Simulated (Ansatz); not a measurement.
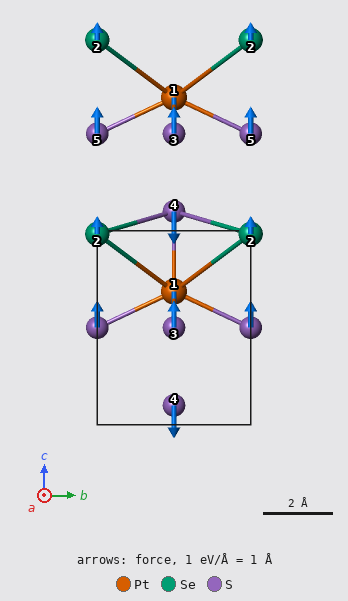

Starting geometry of solid PtSeS₃ (a generated structure, set up in P4mm) (coarse preliminary run) with the computed forces as blue arrows. Style: ball-and-stick. Shown: the cell of the calculation, repeated 1 × 1 × 2 with one cell outlined, along the a axis.

Theory: Ansatz, DFT PBE, scalar-relativistic, plane waves, PAW. Set-up: plane-wave cutoff 420 eV; k-point mesh 4 × 4 × 4; occupations gaussian; smearing width 0.1 eV; no spin polarisation; cell and atoms relaxed; force threshold 0.04 eV/Å; at most 70 steps.

Is this structure relaxed? If not, where do the atoms go?

Answer. It isn't relaxed: the largest force vector, on Pt1, is 1.14 eV/Å. The final displacements follow the starting forces only in part (cosine between the two patterns 0.68). Over 10 accepted moves (13 points after the start) the energy falls by 350 meV per atom. The largest force component goes from 1.1 to 0.039 eV/Å. The pressure goes from −7.28 to 0.17 GPa. The line search rejected the trial step at point 6 of the run. At 2 points the geometry stayed and the basis and grid were re-selected for the new cell (energy shift of 8.1 meV per atom at most each time). The atom that moves furthest relative to the cell is S4 (0.65 Å along −c). Largest moves by element: S 0.65 Å, Se 0.32 Å, Pt 0.03 Å. The drawn cell changes as follows: a = b 4.452 → 3.893 Å (−12.6 %), c 5.629 → 7.458 Å (+32.5 %); the volume changes by +1.3 %. Some distances before and after: Se2–S4 3.216 → 2.755 Å, S3–S5 3.148 → 2.753 Å, Pt1–Se2 3.564 → 3.716 Å, Pt1–S3 2.461 → 2.325 Å. Bond angles that change, for instance: S3–Pt1–S3 129.5° → 113.7°, Pt1–S5–Pt1 129.5° → 113.7°, S3–Pt1–S4 115.2° → 123.2°. The space group stays P4mm (No. 99). Cost: 93 s on 1 thread of Arm Neoverse V1 (shared host), peak memory 0.37 GiB.
